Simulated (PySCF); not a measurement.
# Si2H6 (disilane) at 6 levels

We compute a comparison of 6 runs (HF/STO-3G, B2PLYP/aug-cc-pVDZ, B3LYP/aug-cc-pVDZ, BHLYP/aug-cc-pVDZ, M06-L/aug-cc-pVDZ, SCS-MP2/aug-cc-pVDZ) of Si2H6 (disilane). The job is set up through a Python script.

The results are computed with PySCF 2.14.0.

1 further run of the same task is left out (set aside as unsound or not needed).

### 1 The structure to begin with

The species is Si2H6 (8 atoms), meant as a singlet with charge 0. As SMILES, `[SiH3][SiH3]`. Geometry: relaxed at PBE0-D4/def2-TZVP.

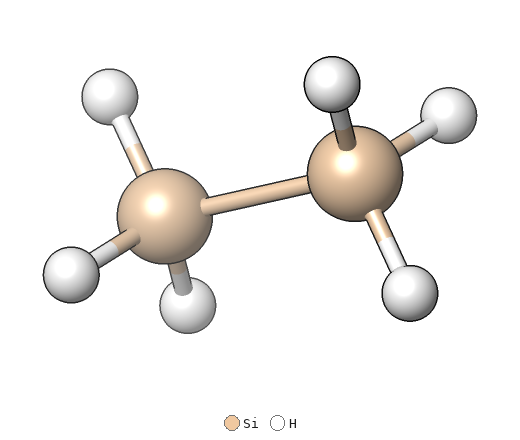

Viewed from a chosen angle; silicon light orange, hydrogen white.

### 2 The energy at HF/STO-3G (run 1)

File input.py:

```python
# [SiH3][SiH3]
from pyscf import gto

mol = gto.Mole()
mol.atom = '''
Si    -0.643452     0.926344    -1.898986
Si     0.686915    -0.953178     1.872719
H      1.575843     1.791838    -3.391869
H     -2.103076    -0.914438    -3.442892
H     -2.282789     3.144693    -1.356634
H      2.152398     0.885526     3.413412
H      2.320773    -3.175685     1.330367
H     -1.532568    -1.812625     3.368626
'''
mol.max_memory = 1860
mol.unit = 'bohr'
mol.verbose = 3
mol.basis = 'sto-3g'
mol.build()

mf = mol.RHF()
mf.conv_tol = 1e-10
mf.kernel()
if not mf.converged:
    mf = mf.newton().run(mf.mo_coeff, mf.mo_occ)

e_tot = mf.e_tot
print('Final energy', e_tot)
```

On the command line:

```
$ OMP_NUM_THREADS=1 python input.py
```

The program printed:

```text
converged SCF energy = -574.6931630842
Final energy -574.6931630842003
```

Wall time 0.58 s (1 thread of Arm Neoverse V2, shared host); peak memory 0.12 GiB.

### 3 A single-point energy at B2PLYP/aug-cc-pVDZ (run 2)

File input.py:

```python
from pyscf import gto, dft, mp

mol = gto.M(
    atom='''
Si    -0.340500     0.490200    -1.004900
Si     0.363500    -0.504400     0.991000
H      0.833900     0.948200    -1.794900
H     -1.112900    -0.483900    -1.821900
H     -1.208000     1.664100    -0.717900
H      1.139000     0.468600     1.806300
H      1.228100    -1.680500     0.704000
H     -0.811000    -0.959200     1.782600
''',
    basis='aug-cc-pvdz',
    max_memory=1860,
    verbose=4,
    charge=0,
)

calc0 = dft.RKS(mol, xc='0.53*HF + 0.47*B88, 0.73*LYP')
calc0.conv_tol = 1e-10
calc0.grids.level = 5
calc0.kernel()
if not calc0.converged:
    calc0 = calc0.newton().run(calc0.mo_coeff, calc0.mo_occ)

pt = mp.MP2(calc0, frozen=10).run()
e_tot = calc0.e_tot + 0.27 * pt.e_corr
print('PT2 part  %.8f' % (0.27 * pt.e_corr))
print('E(%s) = %.9f' % ('B2PLYP', e_tot))
```

On the command line:

```
$ OMP_NUM_THREADS=1 python input.py
```

The program printed:

```text
PySCF version 2.14.0

[... 74 lines left out ...]
converged SCF energy = -582.225217365168
[... 1 line left out ...]
******** <class 'pyscf.mp.mp2.RMP2'> ********
nocc = 7, nmo = 98
frozen orbitals 10
E(RMP2) = -582.505370043658  E_corr = -0.280152678489978
E(SCS-RMP2) = -582.526358194193  E_corr = -0.301140829025149
E_corr(same-spin) = -0.0404335213417213
E_corr(oppo-spin) = -0.239719157148257
PT2 part  -0.07564122
E(B2PLYP) = -582.300858588
```

Wall time 17 s (1 thread of Arm Neoverse V2, shared host); peak memory 0.56 GiB.

Runs 3 to 5 aren't shown in full; the table further down has their settings and results.

### 4 The energy at SCS-MP2/aug-cc-pVDZ (run 6)

File job.py:

```python
from pyscf import gto, scf, mp

mol = gto.Mole()
mol.atom = '''
Si    -0.340500     0.490200    -1.004900
Si     0.363500    -0.504400     0.991000
H      0.833900     0.948200    -1.794900
H     -1.112900    -0.483900    -1.821900
H     -1.208000     1.664100    -0.717900
H      1.139000     0.468600     1.806300
H      1.228100    -1.680500     0.704000
H     -0.811000    -0.959200     1.782600
'''
mol.charge = 0
mol.max_memory = 1860
mol.verbose = 4
mol.basis = 'aug-cc-pvdz'
mol.build()

myscf = scf.RHF(mol)
myscf.conv_tol = 1e-10
myscf.kernel()
if not myscf.converged:
    myscf = myscf.newton().run(myscf.mo_coeff, myscf.mo_occ)

pt = mp.MP2(myscf, frozen=10).run()
e_final = myscf.e_tot + 1.2 * pt.e_corr_os + pt.e_corr_ss / 3
print('E(%s) = %.9f' % ('SCS-MP2', e_final))
```

On the command line:

```
$ OMP_NUM_THREADS=1 python job.py
```

The program printed:

```text
PySCF version 2.14.0

[INPUT] num. atoms = 8
[INPUT] num. electrons = 34
[INPUT] charge = 0
[INPUT] spin (= nelec alpha-beta = 2S) = 0
[INPUT] symmetry False subgroup None
[INPUT] Mole.unit = angstrom
[INPUT] Symbol           X                Y                Z      unit          X                Y                Z       unit  Magmom
[INPUT]  1 Si    -0.340500000000   0.490200000000  -1.004900000000 AA   -0.643451745414   0.926343746262  -1.898985782575 Bohr   0.0
[INPUT]  2 Si     0.363500000000  -0.504400000000   0.991000000000 AA    0.686915446279  -0.953177857231   1.872718589444 Bohr   0.0
[INPUT]  3 H      0.833900000000   0.948200000000  -1.794900000000 AA    1.575842615275   1.791838311313  -3.391869420982 Bohr   0.0
[INPUT]  4 H     -1.112900000000  -0.483900000000  -1.821900000000 AA   -2.103076204028  -0.914438471677  -3.442892026345 Bohr   0.0
[INPUT]  5 H     -1.208000000000   1.664100000000  -0.717900000000 AA   -2.282789158475   3.144693243889  -1.356634384825 Bohr   0.0
[INPUT]  6 H      1.139000000000   0.468600000000   1.806300000000 AA    2.152398055880   0.885525661971   3.413412298802 Bohr   0.0
[INPUT]  7 H      1.228100000000  -1.680500000000   0.704000000000 AA    2.320772653578  -3.175684752332   1.330367191694 Bohr   0.0
[INPUT]  8 H     -0.811000000000  -0.959200000000   1.782600000000 AA   -1.532567887022  -1.812625298683   3.368625789650 Bohr   0.0

nuclear repulsion = 90.7730812028412
number of shells = 46
number of NR pGTOs = 166
number of NR cGTOs = 108
basis = aug-cc-pvdz
ecp = {}

******** <class 'pyscf.scf.hf.RHF'> ********
method = RHF
initial guess = minao
damping factor = 0
level_shift factor = 0
DIIS = <class 'pyscf.scf.diis.CDIIS'>
diis_start_cycle = 1
diis_space = 8
diis_damp = 0
SCF conv_tol = 1e-10
SCF conv_tol_grad = None
SCF max_cycles = 50
direct_scf = True
direct_scf_tol = 1e-13
Set gradient conv threshold to 1e-05
Initial guess from minao.
init E= -580.904941871801
  HOMO = -0.298673891108693  LUMO = 0.0327074179663546  gap/eV = 9.01734
cycle= 1 E= -581.3098603813  delta_E= -0.405  |g|= 0.224  |ddm|= 1.86
  HOMO = -0.421790173047168  LUMO = 0.0367455133668355  gap/eV = 12.47739
cycle= 2 E= -581.337721950368  delta_E= -0.0279  |g|= 0.0615  |ddm|= 0.475
  HOMO = -0.395284064779699  LUMO = 0.0394478911316  gap/eV = 11.82966
cycle= 3 E= -581.340385457421  delta_E= -0.00266  |g|= 0.0162  |ddm|= 0.234
  HOMO = -0.404197526248425  LUMO = 0.0392276649930605  gap/eV = 12.06621
cycle= 4 E= -581.340574161642  delta_E= -0.000189  |g|= 0.00261  |ddm|= 0.0556
  HOMO = -0.40448397470019  LUMO = 0.0392277552843694  gap/eV = 12.07401
cycle= 5 E= -581.340581233927  delta_E= -7.07e-06  |g|= 0.000506  |ddm|= 0.0103
  HOMO = -0.404566569288424  LUMO = 0.0392241747937463  gap/eV = 12.07616
cycle= 6 E= -581.340581514499  delta_E= -2.81e-07  |g|= 6.2e-05  |ddm|= 0.00265
  HOMO = -0.404561153451591  LUMO = 0.0392243631363148  gap/eV = 12.07602
cycle= 7 E= -581.340581518682  delta_E= -4.18e-09  |g|= 1.04e-05  |ddm|= 0.000392
  HOMO = -0.404562508869588  LUMO = 0.0392241892896892  gap/eV = 12.07605
cycle= 8 E= -581.340581518819  delta_E= -1.36e-10  |g|= 1.9e-06  |ddm|= 4.95e-05
  HOMO = -0.40456222978669  LUMO = 0.0392242197799521  gap/eV = 12.07604
cycle= 9 E= -581.340581518818  delta_E= 6.82e-13  |g|= 1.73e-07  |ddm|= 7.33e-06
  HOMO = -0.404562229850179  LUMO = 0.0392242208261653  gap/eV = 12.07604
Extra cycle  E= -581.340581518822  delta_E= -3.64e-12  |g|= 5.61e-08  |ddm|= 9.81e-07
converged SCF energy = -581.340581518822

******** <class 'pyscf.mp.mp2.RMP2'> ********
nocc = 7, nmo = 98
frozen orbitals 10
E(RMP2) = -581.564642152968  E_corr = -0.224060634146448
E(SCS-RMP2) = -581.583192089342  E_corr = -0.242610570519814
E_corr(same-spin) = -0.0303025274491429
E_corr(oppo-spin) = -0.193758106697306
E(SCS-MP2) = -581.583192089
```

Run time: 2.5 s. Hardware: 1 thread of Arm Neoverse V2, shared host; peak memory 0.28 GiB.

### 5 Overview of the runs

```csv
run,level,frozen core orbitals,integration grid,energy (Eh),dipole moment (D) of the reference,HOMO energy (eV),LUMO energy (eV),wall time
1,HF/STO-3G,–,–,-574.693163,0.00,-8.73,11.05,0.58 s
2,B2PLYP/aug-cc-pVDZ,10,5,-582.300859,0.00,-9.34,0.35,17 s
3,B3LYP/aug-cc-pVDZ,–,5,-582.614438,0.00,-8.20,-0.34,15 s
4,BHLYP/aug-cc-pVDZ,–,5,-582.563716,0.00,-9.41,0.22,16 s
5,M06-L/aug-cc-pVDZ,–,5,-582.571547,0.00,-7.39,0.02,33 s
6,SCS-MP2/aug-cc-pVDZ,10,–,-581.583192,0.00,-11.01,1.07,2.5 s
```

### 6 Outcome

| quantity | value |
| --- | --- |
| run 6: total energy | -581.58319 Eh |
| run 6: dipole moment (Hartree–Fock density) | 0.00 D |
| run 6: HOMO energy (Hartree–Fock orbitals) | -11.01 eV |
| run 6: LUMO energy (Hartree–Fock orbitals) | 1.07 eV |
| run 6: HOMO–LUMO gap (Hartree–Fock orbitals) | 12.08 eV |
| run 6: correlation energy (10 core orbitals frozen) | -242.6 mEh |

In words: Over runs 1, 2, 3, 4, 5 the HOMO–LUMO gap runs from 7.41 eV (M06-L/aug-cc-pVDZ) to 19.78 eV (HF/STO-3G). The two ends differ in method and basis. Totals of different functionals can't be ranked against each other. In run 1 the basis is minimal, so the values are rough. All runs together took 84 s, the longest 33 s.
